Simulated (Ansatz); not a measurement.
```json
{"atom": "N", "x (Å)": "-0.3636", "y (Å)": "-0.0939", "z (Å)": "1.1702"}
{"atom": "N", "x (Å)": "-1.2955", "y (Å)": "-0.8899", "z (Å)": "0.8174"}
{"atom": "O", "x (Å)": "-1.3121", "y (Å)": "-1.3300", "z (Å)": "-0.3883"}
{"atom": "H", "x (Å)": "0.2374", "y (Å)": "0.0358", "z (Å)": "0.3172"}
```

Geometry: r2SCAN-D4/def2-TZVPD.

These are results of isolated molecule in a Gaussian basis; Kohn-Sham density functional theory, functional PBE0 in Ansatz, not measurements.

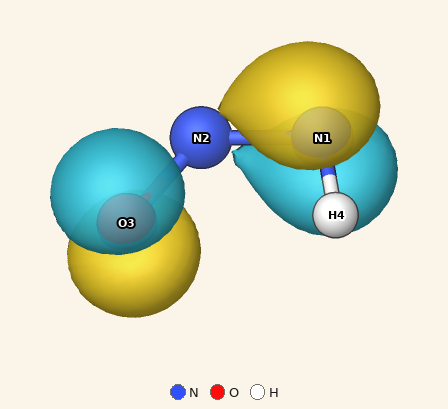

HN₂O (SMILES N=N[O-]) (charge −1). The HOMO−1 at ±0.2 Å⁻³ᐟ² (yellow and cyan are the two phases), seen at an oblique angle.

Where does this orbital lie, and at what energy?

Its weight (Hirshfeld) is mainly on O3 (about 50 %), N1 (about 40 %) and N2 (about 10 %); it changes sign across the molecular plane (π type). Its energy is −1.03 eV.
